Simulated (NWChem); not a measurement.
# AuBr (SMILES [Br][Au]): wB97X/def2-SVP (core potential)

What is the vertical ionisation energy of AuBr at wB97X/def2-SVP (core potential)? 

The calculation is run with NWChem 7.3.0.

## (1) The structure to begin with

The species is AuBr (2 atoms), meant as a singlet with charge 0. SMILES: `[Br][Au]`. The coordinates come from a PBE0-D4/def2-TZVP relaxation.

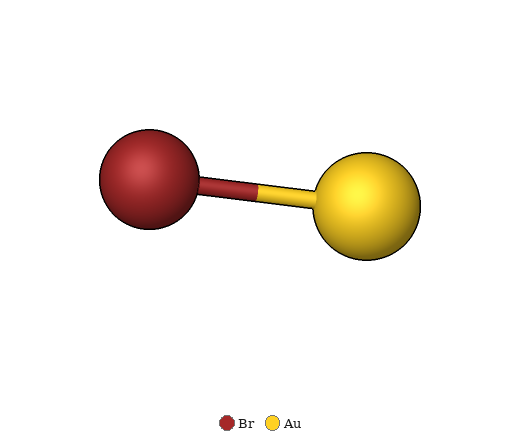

The structure, seen from a chosen angle (bromine red, gold amber).

## (2) A single-point energy at wB97X/def2-SVP (core potential)

Contents of input.nw:

```
start input
memory stack 880 mb heap 220 mb global 1100 mb

geometry noautosym nocenter noautoz
   Br     1.015100    -0.384900     0.506300
   Au    -0.985700     0.324700    -0.502200
end

basis spherical bse
   * library def2-SVP
end

ecp bse
   Au library def2-SVP
end

dft
   xc wb97x
   mult 1
   grid xfine
   convergence energy 1e-08
   iterations 100
   mulliken
   print low
end

task dft energy
```

Run with:

```bash
nwchem input.nw > input.out
```

Output:

```text
[...]
 d= 0,ls=0.0,diis     1  -2709.6147025747 -2.86D+03  8.01D-03  3.04D-01     4.5
[...]
 d= 0,ls=0.0,diis    11  -2709.6450311399 -2.82D-09  1.36D-06  1.03D-09    32.7
         Total DFT energy =    -2709.645031139873
      One electron energy =    -4120.155792141507
           Coulomb energy =     1365.057215074701
    Exchange-Corr. energy =     -104.274665977857
 Nuclear repulsion energy =      149.728211904790
[...]
      Total Density - Mulliken Population Analysis
     ---------------------------------------------
    Atom       Charge   Shell Charges
 -----------   ------   -------------------------------------------------------
    1 Br  35    35.28   2.00  2.00  1.99  1.41  0.56  6.00  5.98  2.34  2.98  8.20  1.74  0.10
    2 Au  19    18.72   0.07 -0.47  1.85  0.56  0.55  0.16  5.61  0.42  0.13  8.51  1.33  0.00
[...]
```

Wall time 33 s (1 thread of Intel Xeon Platinum 8488C (Sapphire Rapids), shared host); peak memory 0.13 GiB.

## (3) The doublet cation, same level

Contents of calc.nw:

```
start calc
memory total 2200 mb
charge 1

geometry units au noautosym nocenter noautoz
 Br   1.91826099  -0.72735559   0.95676834
 Au  -1.86270304   0.61359407  -0.94902046
end

basis spherical bse
 * library def2-SVP
end

ecp bse
 Au library def2-SVP
end

dft
 xc wb97x
 mult 2
 grid xfine
 convergence energy 1e-08
 iterations 100
 mulliken
 noprint "final vectors analysis"
end

task dft
```

Run with:

```bash
nwchem calc.nw > calc.out
```

Output:

```text
[...]
          Wavefunction type:  spin polarized.
          No. of atoms     :     2
          No. of electrons :    53
[...]
          Charge           :     1
          Spin multiplicity:     2
[...]
          AO basis - number of functions:    64
[...]
              XC Information
              --------------
                       wb97x  Method XC Functional
                     Hartree-Fock (Exact) Exchange  1.000
                         wb97x Exchange Functional  1.000
                      wb97x Correlation Functional  1.000
[...]
 d= 0,ls=0.0,diis     1  -2708.9202758587 -2.86D+03  1.98D-02  1.77D+00     5.2
[...]
 d= 0,ls=0.0,diis    13  -2709.2505461760 -4.56D-09  2.34D-06  7.27D-10    43.5
[...]
         Total DFT energy =    -2709.250546176016
      One electron energy =    -4105.068724913479
           Coulomb energy =     1350.073934094424
    Exchange-Corr. energy =     -103.983956418851
 Nuclear repulsion energy =      149.728201061890
[...]
      Total Density - Mulliken Population Analysis
     ---------------------------------------------
    Atom       Charge   Shell Charges
 -----------   ------   -------------------------------------------------------
    1 Br  35    34.88   2.00  2.00  1.99  1.47  0.51  6.00  5.98  2.33  2.57  8.20  1.74  0.10
    2 Au  19    18.12   0.06 -0.47  1.83  0.57  0.36  0.01  5.62  0.42  0.08  8.53  1.10  0.00
[...]
      <S2> =      0.7647 (Exact =     0.7500)
[...]
```

Run time: 44 s. Hardware: 1 thread of Intel Xeon Platinum 8488C (Sapphire Rapids), shared host; peak memory 0.13 GiB.

## (4) Outcome

At wB97X/def2-SVP (core potential):

```
                                          quantity           value
                        singlet AuBr: total energy  -2709.64503 Eh
                      doublet cation: total energy  -2709.25055 Eh
                              doublet cation: ⟨S²⟩           0.765
vertical ionisation energy (to the doublet cation)       10.734 eV
```

In words: The vertical ionisation energy comes to 10.73 eV (248 kcal/mol).
